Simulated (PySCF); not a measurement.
SMILES c1(C(=O)OC)cc(ccc1)C at its GFN2-xTB optimised geometry (Å):

```
21

C      1.4260    -3.5402    -0.0065
O      0.6859    -2.3302    -0.0046
C      1.4141    -1.2008     0.0000
O      2.6216    -1.2008     0.0000
C      0.5753     0.0199     0.0000
C     -0.8143    -0.0387     0.0366
C     -1.5424     1.1371     0.0363
C     -0.8959     2.3603    -0.0015
C      0.4937     2.4349    -0.0392
C      1.1779     3.7669    -0.0786
C      1.2188     1.2549    -0.0370
H      1.9944    -3.6387     0.9210
H      0.6984    -4.3430    -0.0947
H      2.1233    -3.5577    -0.8469
H     -1.3098    -0.9959     0.0656
H     -2.6216     1.1011     0.0652
H     -1.4744     3.2733    -0.0023
H      2.2559     3.6474    -0.1426
H      0.8378     4.3430    -0.9380
H      0.9434     4.3389     0.8184
H      2.2985     1.2675    -0.0642
```

Computed with B3LYP/def2-SVP run with PySCF. Cells within 0.4 Å of a nucleus heavier than hydrogen are left out (blank, or x).

Map of the HOMO amplitude (bohr^(-3/2)) on the plane z = 0.0 Å; orbital energy -6.92 eV, overall sign arbitrary:

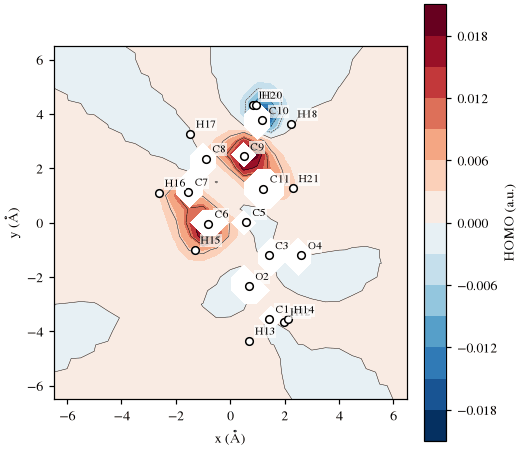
HOMO amplitude (bohr^(-3/2)) on the plane z = 0.0 Å.
